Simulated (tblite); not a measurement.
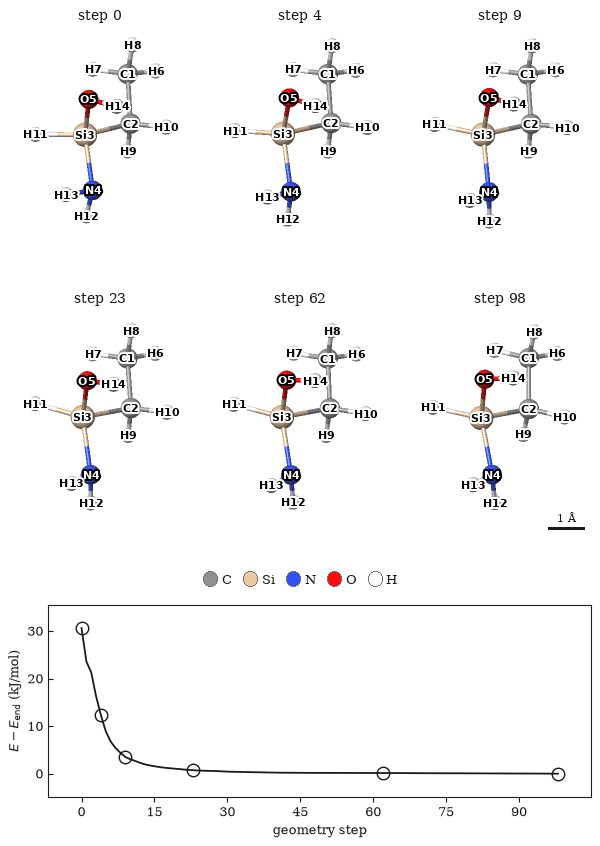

Frames of a relaxation of C₂H₉NOSi, marked on the history of the run. A ball-and-stick model, seen from a free direction.

Theory: GFN2-xTB geometry optimisation, gas phase (tblite 0.8.0). 

> Describe the path.

The largest move after the best rigid fit is that of H14, 0.36 Å. Largest moves by element: H 0.36 Å, O 0.18 Å, Si 0.10 Å, C 0.09 Å, N 0.07 Å. Some distances before and after: C2–Si3 1.849 → 1.902 Å, O5–H14 0.981 → 0.954 Å, Si3–N4 1.709 → 1.730 Å, Si3–O5 1.644 → 1.628 Å. Among the angles between lasting bonds that change: N4–Si3–H11 105.6° → 117.9°, Si3–N4–H13 106.8° → 117.5°, O5–Si3–H11 110.0° → 99.7°. The energy falls by 30.6 kJ/mol in 98 geometry steps. Cost: 0.73 s on 1 thread of Arm Neoverse N1, with other jobs on the host. From step 0 to 4: H11 moves most (0.11 Å), energy −18.4 kJ/mol. From step 4 to 9: H11 moves most (0.17 Å), energy −8.73 kJ/mol. From step 9 to 23: H11 moves most (0.11 Å), energy −2.79 kJ/mol. From step 23 to 62: H14 moves most (0.13 Å), energy −0.59 kJ/mol. From step 62 to 98: H atoms move most (0.12 Å), energy −0.14 kJ/mol.
